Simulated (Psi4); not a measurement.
# GaH2O2 (SMILES [OH][Ga][OH]): UBLYP/def2-SVPD

What is the vertical ionisation energy of GaH2O2 at UBLYP/def2-SVPD? 

Program for the calculation: Psi4 1.11.

2 further runs of the same task are left out: 2 set aside as unsound or not needed.

### Step 1. The system as given

GaH2O2 has 5 atoms, charge 0, and is taken as a doublet. SMILES: `[OH][Ga][OH]`. Geometry: relaxed at PBE0-D4/def2-TZVP. This is one conformer, not always the lowest.

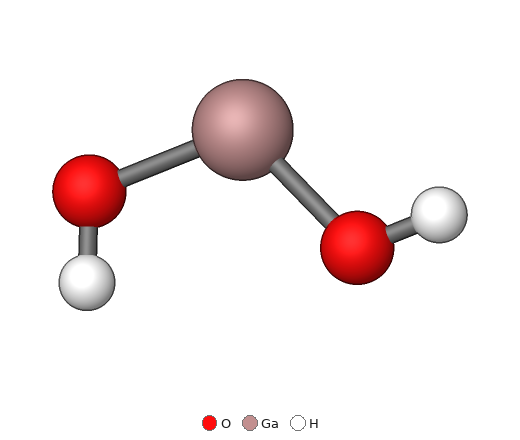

The structure, seen from a chosen angle (oxygen red, gallium pink, hydrogen white).

### Step 2. A single-point energy at UBLYP/def2-SVPD

Input file job.dat:

```
memory 2200 mb

molecule {
  0 2
  O     -0.370600     0.021600    -1.274400
  Ga    -0.311700    -0.753800     0.353600
  O      0.618200     0.154900     1.591100
  H     -0.867400    -0.464600    -1.936500
  H      0.981500     0.968200     1.224700
  symmetry c1
}

set globals {
  basis def2-SVPD
  reference uks
  puream true
  e_convergence 1e-09
  d_convergence 1e-08
  scf_type pk
  dft_radial_points 99
  dft_spherical_points 590
  maxiter 100
}

e_tot, wfn = energy('blyp', return_wfn=True)
oeprop(wfn, 'MAYER_INDICES', 'WIBERG_LOWDIN_INDICES', 'QUADRUPOLE')
```

Launch:

```sh
$ psi4 -n 1 job.dat job.out
```

job.out:

```text
[...]
  Running in c1 symmetry.
[...]
  Nuclear repulsion =  182.431292115847441
[...]
  Multiplicity = 2
[...]
  Nalpha       = 25
  Nbeta        = 24
[...]
    Number of basis functions: 100
[...]
   @UKS iter   1: -2074.34449682859531   -1.54541e+00   2.67470e-02 DIIS/ADIIS
[...]
   @UKS iter  15: -2076.23351857457692   -1.81899e-12   2.49036e-09 DIIS
[...]
   @S^2 Observed:                7.513848272E-01
[...]
    Orbital Energies [Eh]
    ---------------------
    Alpha Occupied:
       1A   -371.037383     2A    -45.351258     3A    -40.218700
       4A    -40.216965     5A    -40.215499     6A    -18.802139
       7A    -18.790271     8A     -5.275587     9A     -3.611095
      10A     -3.606619    11A     -3.603027    12A     -0.893753
      13A     -0.883233    14A     -0.746938    15A     -0.746676
      16A     -0.744519    17A     -0.740125    18A     -0.735916
      19A     -0.459323    20A     -0.424832    21A     -0.336126
      22A     -0.296931    23A     -0.287658    24A     -0.263895
      25A     -0.200252
    Alpha Virtual:
[...]
  @UKS Final Energy: -2076.23351857457692
   => Energetics <=
    Nuclear Repulsion Energy =            182.4312921158474410
    One-Electron Energy =               -3254.9437086622301649
    Two-Electron Energy =                1089.2713652673874094
    DFT Exchange-Correlation Energy =     -92.9924672955816050
    Empirical Dispersion Energy =           0.0000000000000000
    VV10 Nonlocal Energy =                  0.0000000000000000
    Total Energy =                      -2076.2335185745769195
[...]
 Multipole Moments:
 ------------------------------------------------------------------------------------
     Multipole            Electronic (a.u.)      Nuclear  (a.u.)        Total (a.u.)
 ------------------------------------------------------------------------------------
 L = 1.  Multiply by 2.5417464519 to convert [e a0] to [Debye]
 Dipole X            :         -1.7294899            1.3598250           -0.3696650
 Dipole Y            :         -3.5680706            3.2045837           -0.3634869
 Dipole Z            :          1.1921035           -1.6796047           -0.4875012
 Magnitude           :                                                    0.7116406
 L = 2.  Multiply by 1.3450342976 to convert [e a0^2] to [Debye ang]
 Quadrupole XX       :        -47.5759069           27.5881642          -19.9877427
 Quadrupole XY       :        -20.6648212           21.6077278            0.9429066
[...]
```

Run time: 14 s. Hardware: 1 thread of Intel Xeon 6975P-C (Granite Rapids), shared host; peak memory 1.1 GiB.

### Step 3. The singlet cation at the same level

Input file gah2o2.py:

```python
import psi4

psi4.set_memory('2200 MB')
psi4.set_num_threads(1)
psi4.core.set_output_file('run.log', False)

molecule = psi4.geometry("""
1 1
O
Ga 1 1.804189
O 2 1.794953 1 114.92572
H 1 0.959988 2 114.93381 3 179.95981
H 3 0.963168 2 111.13841 1 0.04549
symmetry c1
""")

psi4.set_options({
    'basis': 'def2-SVPD',
    'reference': 'rks',
    'puream': True,
    'e_convergence': 1e-09,
    'd_convergence': 1e-08,
    'scf_type': 'pk',
    'dft_radial_points': 99,
    'dft_spherical_points': 590,
})

E, wfn = psi4.energy("blyp", return_wfn=True)
print(f'total energy {E:.8f} hartree = {E * 27.211386:.5f} eV')
```

Launch:

```sh
$ python gah2o2.py
```

run.log:

```text
[...]
  Running in c1 symmetry.
[...]
  Nuclear repulsion =  182.431293600732971
[...]
  Multiplicity = 1
[...]
  Nalpha       = 24
  Nbeta        = 24
[...]
    Number of basis functions: 100
[...]
   @RKS iter   1: -2074.25368692263783   -1.45460e+00   2.59065e-02 DIIS/ADIIS
[...]
   @RKS iter  14: -2075.90723391464871   -9.09495e-13   3.57862e-09 DIIS
[...]
    Orbital Energies [Eh]
    ---------------------
    Doubly Occupied:
       1A   -371.349277     2A    -45.660497     3A    -40.527874
       4A    -40.527289     5A    -40.524162     6A    -19.071138
       7A    -19.042108     8A     -5.585001     9A     -3.918541
      10A     -3.918464    11A     -3.910268    12A     -1.150154
      13A     -1.132731    14A     -1.054388    15A     -1.054293
      16A     -1.048634    17A     -1.040223    18A     -1.034069
      19A     -0.709919    20A     -0.669102    21A     -0.586364
      22A     -0.534903    23A     -0.532014    24A     -0.502046
[...]
  @RKS Final Energy: -2075.90723391464871
   => Energetics <=
    Nuclear Repulsion Energy =            182.4312936007329711
    One-Electron Energy =               -3241.0264894827409989
    Two-Electron Energy =                1075.3769720680006685
    DFT Exchange-Correlation Energy =     -92.6890101006416245
    Empirical Dispersion Energy =           0.0000000000000000
    VV10 Nonlocal Energy =                  0.0000000000000000
    Total Energy =                      -2075.9072339146487138
[...]
 Multipole Moments:
 ------------------------------------------------------------------------------------
     Multipole            Electronic (a.u.)      Nuclear  (a.u.)        Total (a.u.)
 ------------------------------------------------------------------------------------
 L = 1.  Multiply by 2.5417464519 to convert [e a0] to [Debye]
 Dipole X            :         -0.0001982            0.0001009           -0.0000973
 Dipole Y            :          3.7756533           -2.6126430            1.1630103
 Dipole Z            :          2.6931819           -2.8484463           -0.1552644
 Magnitude           :                                                    1.1733286
[...]
```

The script printed:

```text
total energy -2075.90723391 hartree = -56488.31304 eV
```

Wall time 9 s (1 thread of Intel Xeon 6975P-C (Granite Rapids), shared host); peak memory 1.1 GiB.

### Step 4. Results

At UBLYP/def2-SVPD:

| quantity | value |
| --- | --- |
| doublet GaH2O2: total energy | -2076.23352 Eh |
| doublet GaH2O2: dipole moment | 1.81 D |
| doublet GaH2O2: HOMO energy (highest over α and β) | -5.45 eV |
| doublet GaH2O2: LUMO energy (lowest over α and β) | -4.47 eV |
| doublet GaH2O2: ⟨S²⟩ | 0.751 |
| singlet cation: total energy | -2075.90723 Eh |
| singlet cation: HOMO energy | -13.66 eV |
| singlet cation: LUMO energy | -12.32 eV |
| singlet cation: HOMO–LUMO gap | 1.34 eV |
| vertical ionisation energy (to the singlet cation) | 8.879 eV |

The vertical ionisation energy comes to 8.88 eV (857 kJ/mol). Only the singlet of the ionised species was computed; a triplet could lie lower.
